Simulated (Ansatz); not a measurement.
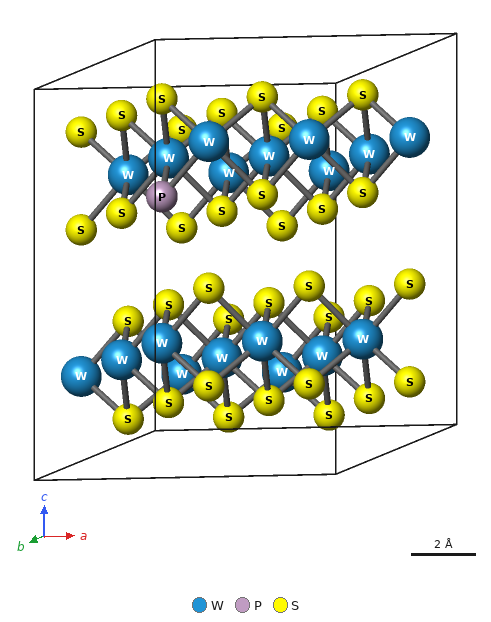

**Figure 1.** The structure (ball-and-stick view of the cell of the calculation, seen at an oblique angle). An atom can appear more than once, as a periodic image. Near neighbours in the periodic cell (some may lie outside the picture): W has 6 S at 2.41 Å; W has 1 P at 2.41 Å and 5 S at 2.41 Å; P has 3 W at 2.41 Å; S has 3 W at 2.41 Å.

## Single-point calculation, with input and output: W$_{18}$PS$_{35}$ (charge −1)

System: W$_{18}$PS$_{35}$ (defect cell, 54 atoms in the cell, total charge −1).
Method: DFT, PBE, plane waves, PAW (Ansatz 0.2.0).

The structure derives from an entry of the Crystallography Open Database. The run did not end well.

### Output
```
W: output.efg is read without spin–orbit coupling, which moves field gradients at and beside such atoms by some per cent and up to a factor of two; PAW files take it under magnetization.noncollinear and magnetization.spin_orbit
Engine: ansatz 0.2.0, aarch64-unknown-linux-gnu
Pseudopotentials: kind: paw
Pseudopotential: W, paw, valence charge 14, recommended cutoff 420 eV (normal), W.paw.azcp
Pseudopotential: P, paw, valence charge 5, recommended cutoff 420 eV (normal), P.paw.azcp
Pseudopotential: S, paw, valence charge 6, recommended cutoff 420 eV (normal), S.paw.azcp
Functional definition: PBE
  parameter kappa = 0.804
  parameter beta = 0.06672455060314922
  exchange = pbe_x(kappa = kappa, mu = beta*pi^2/3)
  correlation = pbe_c(beta = beta)
Crystal: 54 atoms, lattice volume = 985.229 Å³
Basis set: ecut = 420 eV, 19181 PW (Γ), exchange–correlation on 128×128×180 points (8 copies of the dense FFT grid, shifted against one another)
Bands: 288, of which v1, the nominal top of the filled ones, is band 234 counted from 1 (233 counted from 0)
Symmetry: 6 space group operations
Space group: P3m1 (ITA 156), of the structure as read, at distance tolerance 1.0e-4 Å
k-points: 6 of 18 (time reversal used)
Non-local potential: W, projectors of the file, l = 0: 3, l = 1: 2, l = 2: 2, l = 3: 1
Non-local potential: P, projectors of the file, l = 0: 2, l = 1: 2, l = 2: 2
Non-local potential: S, projectors of the file, l = 0: 2, l = 1: 2, l = 2: 2
PAW form: soft (Blöchl's): semilocal exchange-correlation on the pseudo side does not see the compensation charge
PAW one-centre angular grid: W, 590 points (default); XC on 64 Gauss nodes
PAW one-centre angular grid: P, 110 points (default); XC on 64 Gauss nodes
PAW one-centre angular grid: S, 110 points (default); XC on 64 Gauss nodes
Initial density: superposition of atomic densities (neutral atoms scaled as one to the charged cell's electrons: chi_scale 0, normalization atom), corrected by the library's trained network
Initial wavefunctions: pseudopotential atomic-orbital guess
Functional: x = pbe(κ = 0.804, μ = 0.2195149727645171), c = pbe(β = 0.06672455060314922)
SCF iter   1: F=—  HF=-219286.216850 eV  |F-HF|=—  |Δ(HF+E_count)|=         —  Δρ=6.82e-3  dr2=1.24e0  ethr=1.77e-3  ⟨swp⟩=8.5  Hψ=7267  notcnv=0
SCF iter   2: F=—  HF=-219286.234230 eV  |F-HF|=—  |Δ(HF+E_count)|=   1.74e-2  Δρ=3.90e-3  dr2=7.68e-1  ethr=2.66e-4  ⟨swp⟩=13.2  Hψ=5332  notcnv=0  defer=5
iter 3 solved again at ethr=7.58e-6 eV; its pass at ethr=1.64e-4 eV (dr2=3.55e-2 eV) is discarded
SCF iter   3: F=—  HF=-219286.096881 eV  |F-HF|=—  |Δ(HF+E_count)|=   1.37e-1  Δρ=1.43e-3  dr2=4.53e-2  ethr=7.58e-6  ⟨swp⟩=11.0  Hψ=8445  notcnv=1  defer=14
eigensolver tolerance schedule calibrated: the retry pair's looser diagonalisation under-reported the residual by θ = 0.22 (0.16/decade); ethr = c·dr2/N_el runs at the constant in force after the calibration composes with the one it found (an armed cap, an earlier calibration), c = 3.8e-2
SCF iter   4: F=—  HF=-219286.087571 eV  |F-HF|=—  |Δ(HF+E_count)|=   9.31e-3  Δρ=2.96e-4  dr2=6.22e-3  ethr=3.68e-6  ⟨swp⟩=10.2  Hψ=4643  notcnv=3  defer=9
SCF iter   5: F=—  HF=-219286.086654 eV  |F-HF|=—  |Δ(HF+E_count)|=   9.17e-4  Δρ=1.12e-4  dr2=4.93e-4  ethr=5.07e-7  ⟨swp⟩=9.8  Hψ=3809  notcnv=1  defer=1
SCF iter   6: F=—  HF=-219286.086585 eV  |F-HF|=—  |Δ(HF+E_count)|=   6.86e-5  Δρ=3.77e-5  dr2=7.63e-5  ethr=4.02e-8  ⟨swp⟩=3.3  Hψ=3775  notcnv=0  defer=1
SCF iter   7: F=—  HF=-219286.086576 eV  |F-HF|=—  |Δ(HF+E_count)|=   9.62e-6  Δρ=1.27e-5  dr2=8.31e-6  ethr=6.21e-9  ⟨swp⟩=3.2  Hψ=3545  notcnv=0  defer=1
SCF iter   8: F=—  HF=-219286.086575 eV  |F-HF|=—  |Δ(HF+E_count)|=   1.10e-6  Δρ=4.73e-6  dr2=1.22e-6  ethr=6.77e-10  ⟨swp⟩=3.0  Hψ=3457  notcnv=0
```

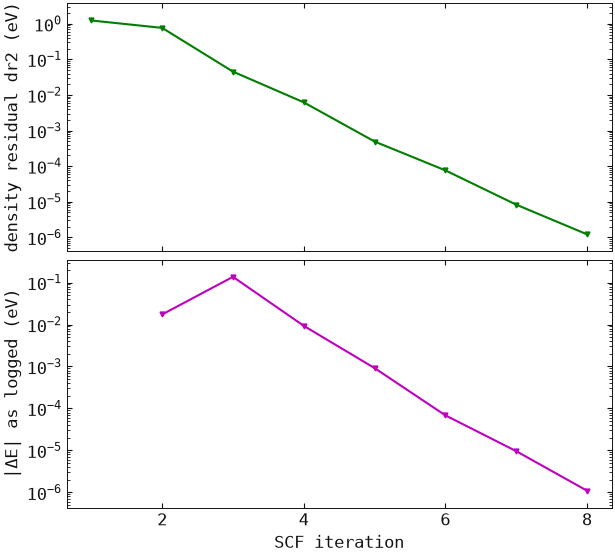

**Figure 2.** Convergence of the self-consistent field: density residual dr2 and size of the energy change against the SCF iteration. The run ended after 8 iterations.

The run was set up as follows.

### The input
```yaml
crystal:
  lattice:
    - [9.54, 0.0, 0.0]
    - [-4.77, 8.261882352, 0.0]
    - [0.0, 0.0, 12.5]
  atoms:
    - { symbol: W, position: [0.1111111111, 0.2222222222, 0.25] }
    - { symbol: W, position: [0.1111111111, 0.5555555556, 0.25] }
    - { symbol: W, position: [0.1111111111, 0.8888888889, 0.25] }
    - { symbol: W, position: [0.4444444444, 0.2222222222, 0.25] }
    - { symbol: W, position: [0.4444444444, 0.5555555556, 0.25] }
    - { symbol: W, position: [0.4444444444, 0.8888888889, 0.25] }
    - { symbol: W, position: [0.7777777778, 0.2222222222, 0.25] }
    - { symbol: W, position: [0.7777777778, 0.5555555556, 0.25] }
    - { symbol: W, position: [0.7777777778, 0.8888888889, 0.25] }
    - { symbol: W, position: [0.2222222222, 0.1111111111, 0.75] }
    - { symbol: W, position: [0.2222222222, 0.4444444444, 0.75] }
    - { symbol: W, position: [0.2222222222, 0.7777777778, 0.75] }
    - { symbol: W, position: [0.5555555556, 0.1111111111, 0.75] }
    - { symbol: W, position: [0.5555555556, 0.4444444444, 0.75] }
    - { symbol: W, position: [0.5555555556, 0.7777777778, 0.75] }
    - { symbol: W, position: [0.8888888889, 0.1111111111, 0.75] }
    - { symbol: W, position: [0.8888888889, 0.4444444444, 0.75] }
    - { symbol: W, position: [0.8888888889, 0.7777777778, 0.75] }
    - { symbol: P, position: [0.1111111111, 0.2222222222, 0.625] }
    - { symbol: S, position: [0.1111111111, 0.5555555556, 0.625] }
    - { symbol: S, position: [0.1111111111, 0.8888888889, 0.625] }
    - { symbol: S, position: [0.4444444444, 0.2222222222, 0.625] }
    - { symbol: S, position: [0.4444444444, 0.5555555556, 0.625] }
    - { symbol: S, position: [0.4444444444, 0.8888888889, 0.625] }
    - { symbol: S, position: [0.7777777778, 0.2222222222, 0.625] }
    - { symbol: S, position: [0.7777777778, 0.5555555556, 0.625] }
    - { symbol: S, position: [0.7777777778, 0.8888888889, 0.625] }
    - { symbol: S, position: [0.2222222222, 0.1111111111, 0.125] }
    - { symbol: S, position: [0.2222222222, 0.4444444444, 0.125] }
    - { symbol: S, position: [0.2222222222, 0.7777777778, 0.125] }
    - { symbol: S, position: [0.5555555556, 0.1111111111, 0.125] }
    - { symbol: S, position: [0.5555555556, 0.4444444444, 0.125] }
    - { symbol: S, position: [0.5555555556, 0.7777777778, 0.125] }
    - { symbol: S, position: [0.8888888889, 0.1111111111, 0.125] }
    - { symbol: S, position: [0.8888888889, 0.4444444444, 0.125] }
    - { symbol: S, position: [0.8888888889, 0.7777777778, 0.125] }
    - { symbol: S, position: [0.1111111111, 0.2222222222, 0.875] }
    - { symbol: S, position: [0.1111111111, 0.5555555556, 0.875] }
    - { symbol: S, position: [0.1111111111, 0.8888888889, 0.875] }
    - { symbol: S, position: [0.4444444444, 0.2222222222, 0.875] }
    - { symbol: S, position: [0.4444444444, 0.5555555556, 0.875] }
    - { symbol: S, position: [0.4444444444, 0.8888888889, 0.875] }
    - { symbol: S, position: [0.7777777778, 0.2222222222, 0.875] }
    - { symbol: S, position: [0.7777777778, 0.5555555556, 0.875] }
    - { symbol: S, position: [0.7777777778, 0.8888888889, 0.875] }
    - { symbol: S, position: [0.2222222222, 0.1111111111, 0.375] }
    - { symbol: S, position: [0.2222222222, 0.4444444444, 0.375] }
    - { symbol: S, position: [0.2222222222, 0.7777777778, 0.375] }
    - { symbol: S, position: [0.5555555556, 0.1111111111, 0.375] }
    - { symbol: S, position: [0.5555555556, 0.4444444444, 0.375] }
    - { symbol: S, position: [0.5555555556, 0.7777777778, 0.375] }
    - { symbol: S, position: [0.8888888889, 0.1111111111, 0.375] }
    - { symbol: S, position: [0.8888888889, 0.4444444444, 0.375] }
    - { symbol: S, position: [0.8888888889, 0.7777777778, 0.375] }
total_charge: -1
kpoints:
  mp_grid: { grid: [3, 3, 2] }
scf:
  occupations: { method: fermi_dirac, width: 0.01 }
  algorithm: direct_min
  lower_state_search: light
  mixing: { preconditioner: kerker_dos }
hamiltonian:
  xc: pbe
  pseudopotentials: { kind: paw }
output:
  forces: true
  stress: true
  populations: true
  efg: { quadrupole_moments_barn: { S: -0.0694 }, contact_densities: true }
```

Launched with:
```bash
ansatz run input.yaml --threads 4 --pin off --max-ram 8192MiB --backend cpu --events-out ev --progress --plain --runs-dir out
```

### What the run reported

| quantity | value |
| --- | --- |
| outcome | stopped at the time limit |
| hardware | 4 threads of Arm Neoverse V2, 24 GiB of memory available, shared host |
| wall time | 8.2 min (CPU time 32 min) |
| peak memory | 5.5 GiB |

Settings chosen away from the usual ones: scf.algorithm = "direct_min", scf.lower_state_search = "light", scf.mixing.preconditioner = "kerker_dos". The run was cut off by its time limit, so the output is incomplete. Notes on the run: the field gradients leave out spin–orbit coupling.
